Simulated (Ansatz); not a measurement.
LiNbO2: pressure series

The parent structure is LiNbO₂ (space group P6_3/mmc, No. 194; a = 2.892 Å, c = 10.393 Å).

Cell and atoms are relaxed at each pressure.

Level of theory: plane-wave PAW DFT at the PBEsol level (Ansatz, a first-principles code, 420 eV), no spin-orbit coupling.

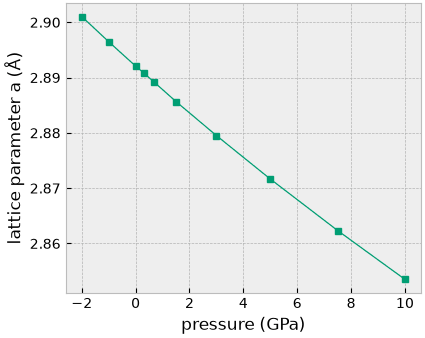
Figure. Lattice parameter a against pressure

```tsv
pressure (GPa)	lattice parameter a
-2	2.901 Å
-1	2.896 Å
0.3	2.891 Å
0.7	2.889 Å
1.5	2.886 Å
3	2.880 Å
5	2.872 Å
7.5	2.862 Å
10	2.854 Å
```

Load acts through the strain it causes; cell and atoms are relaxed under it. Stability against distortions was not tested. No other phases were tried under pressure.
